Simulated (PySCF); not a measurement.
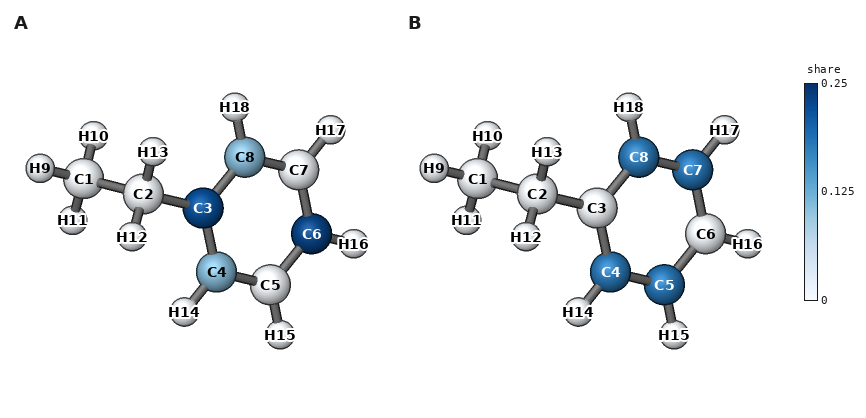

Each panel colours the atoms by their Löwdin share in one orbital (up to four of the largest shares; other atoms are shown as zero). The computed structure is the end point of a GFN2-xTB optimisation. No frequency run is at hand to confirm it as a minimum. Computed with ωB97X-D/def2-SVPD (PySCF 2.14.0).

The panels show the HOMO, LUMO, in some order. Which is which?

A: HOMO, −8.74 eV; C6 0.23, C3 0.22, C4 0.11, C8 0.11
B: LUMO, 1.60 eV; C7 0.18, C5 0.18, C4 0.18, C8 0.18
